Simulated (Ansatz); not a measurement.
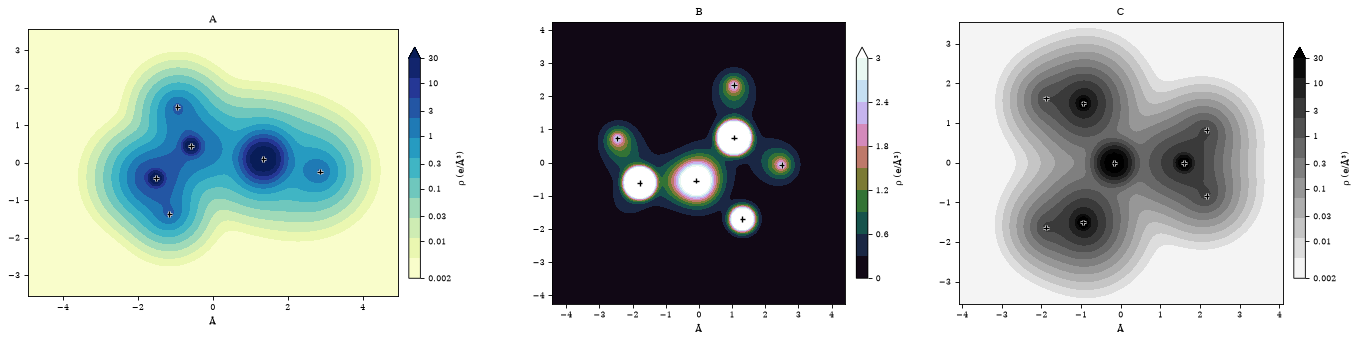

The electron density of 3 systems, each on a plane through atoms (crosses mark nuclei in the plane).

Method: RKS PBE0-D4/def2-TZVPP (Ansatz).

System 1: AlH5LiNSi, the plane of atoms N3, Si2 and H5. Geometry: PBE0-D4/def2-TZVP.

```yaml
atoms:
  - { symbol: Li, position_ang: [-2.4488, 0.1641, 0.3808] }
  - { symbol: Si, position_ang: [0.4414, 1.3865, -0.5826] }
  - { symbol: N, position_ang: [-0.6734, 0.2526, 0.0014] }
  - { symbol: Al, position_ang: [-0.5526, -1.4033, 0.5067] }
  - { symbol: H, position_ang: [1.8455, 0.8754, -0.6997] }
  - { symbol: H, position_ang: [0.5197, 2.6052, 0.2863] }
  - { symbol: H, position_ang: [0.0743, 1.8942, -1.9441] }
  - { symbol: H, position_ang: [-2.1093, -1.7497, 0.9260] }
  - { symbol: H, position_ang: [0.5655, -2.5111, 0.6398] }
```

System 2: AlH4NO2···H2, the plane of atoms O4, Al1 and N6. The product side of a reaction path; geometry: PBE0-D4/def2-TZVP.

```xyz
10

Al    0.1813    0.4512   -0.0768
H    -0.0356   -2.1439   -0.4706
O    -0.3236    0.6789   -1.6795
O     1.7857    0.1857    0.4035
H    -0.5286   -1.9714    0.0685
N    -1.0304    0.6100    1.1878
H     0.2452    0.6540   -2.4443
H     2.5326    0.1196   -0.1855
H    -1.9946    0.8439    1.0243
H    -0.8318    0.5719    2.1727
```

System 3: CH3NZn (SMILES N=[CH][ZnH]), the molecular plane. Geometry: PBE0-D4/def2-TZVP.

```xyz
6

N    -0.8680   -0.9523   -0.9067
C    -0.1798    0.1009   -0.7070
Zn    0.7030    0.6368    0.9690
H    -0.9299   -1.5370   -0.0713
H    -0.0987    0.7470   -1.5927
H     1.3734    1.0047    2.3087
```

Match each panel to its system.

Answer. Panel A is system 3, CH3NZn: the plane holds N, C, Zn and H. C–N (1.27 Å): the density is about 2.8 e/Å³ at the midpoint. Panel B is system 1, AlH5LiNSi: the plane holds Li, Si, N, Al and H. Si–N (1.69 Å): ρ is about 1.2 e/Å³ halfway. Panel C is system 2, AlH4NO2···H2: the plane holds Al, O, N and H. Al–O (1.70 Å): ρ at the midpoint is about 0.91 e/Å³.
